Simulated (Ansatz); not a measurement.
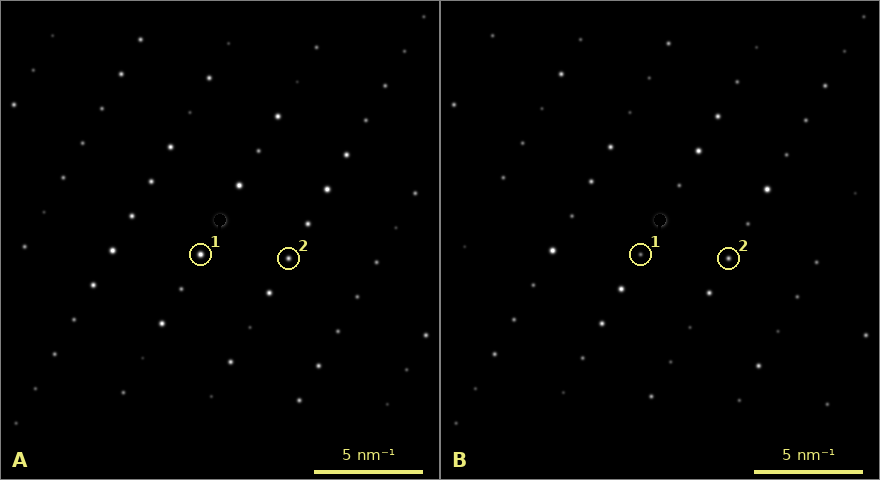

Kinematic electron diffraction patterns (300 kV, B = 0.5 Å², same scale) along [110] of the run's own cell, for the start and the end of one relaxation of Al2BC2 with Ansatz 0.2.0, DFT, PAW plane waves, r2scan. k mesh 8×8×4. The start is a generated model structure, and the relaxation ends in the nearest stationary point of its symmetry, not necessarily the ground state. Spot 1 is 0 0 -1 and spot 2 is -1 1 0 in both.

Start structure:

```yaml
crystal:
  lattice:
    - [3.15914, 0.00000, 0.00000]
    - [-1.57957, 2.73590, 0.00000]
    - [0.00000, 0.00000, 5.44173]
  atoms:
    - { symbol: Al, position: [0.33333, 0.66667, 0.37730] }
    - { symbol: Al, position: [0.66667, 0.33333, 0.62270] }
    - { symbol: C, position: [0.33333, 0.66667, 0.73460] }
    - { symbol: C, position: [0.66667, 0.33333, 0.26540] }
    - { symbol: B, position: [0.00000, 0.00000, 0.00000] }
```

> Which pattern belongs to the start structure, and which to the relaxed one?

A is the start: its cell gives d(1) = 5.442 Å, d(2) = 2.736 Å and an angle of 90.0°. The spot positions hardly differ, so the intensities decide: those computed from the start structure match A, and B is the relaxed structure.

> Name reflections whose intensity changes strongly on relaxation.

0 0 1 goes from 100 to 5.3 % of the strongest spot; 1 -1 3 goes from 29 to 1.4 % of the strongest spot; 1 -1 -3 goes from 47 to 4.9 % of the strongest spot.

> What did the relaxation do to the structure and the energy?

The cell was held fixed; with the mean shift removed, the atoms moved by up to 0.29 Å relative to the cell (Al most); the space group stayed P-3m1 (No. 164); the free energy fell by 310 meV an atom.
